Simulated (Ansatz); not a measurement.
Relaxed ScAl3 (Cu3Au type):

```
CELL_PARAMETERS angstrom
      8.21100     0.00000     0.00000
      4.10550     4.10550     0.00000
      0.00000     0.00000     4.10550
ATOMIC_POSITIONS crystal
  Al 0.75000 0.50000 0.50000
  Al 0.25000 0.50000 0.50000
  Al 0.00000 0.50000 0.00000
  Al 0.50000 0.50000 0.00000
  Al 0.25000 0.00000 0.50000
  Al 0.75000 0.00000 0.50000
  Sc 0.00000 0.00000 0.00000
  Sc 0.50000 0.00000 0.00000
```

The atoms are displaced by Q × the pattern below (from a DFPT mode at M = (0.5, 0.5, 0.0), largest move 1; Q in Å), at fixed cell. (q is in reciprocal vectors of the primitive cell; the cell shown is doubled to hold the pattern.)

| atom | x | y | z |
|---|---|---|---|
| Sc7 | 0.000 | 0.000 | -1.000 |
| Sc8 | 0.000 | 0.000 | 1.000 |

Atoms not listed stay in place.

The numbers are results of PBE (plane waves to 420 eV, PAW, scalar-relativistic; Ansatz, an electronic-structure program), not measurements. k mesh 11×11×11 (Γ-centred), Fermi-Dirac smearing 0.05 eV. E stands for the smeared free energy. With partly filled bands, energies and forces of such displacements shift with the k mesh and the smearing. ScAl3 is run without spin polarisation. ScAl3 was relaxed with its symmetry unable to fall. The zero of ΔE is the undisplaced structure.

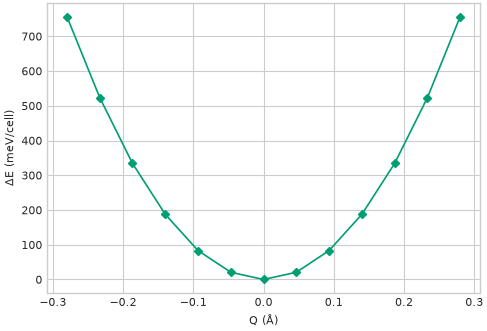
Figure. ΔE (meV/cell) against Q (Å); computed points joined by lines.

Q: What is the energy change at Q = 0.280 Å?

A: About 760 meV/cell.

Q: What harmonic wavenumber does the curvature at Q = 0 give?

A: About 240 cm⁻¹.

(A displaced cell: forces are minus the slopes of the energy, force constants its curvatures, and phonons follow from these.)
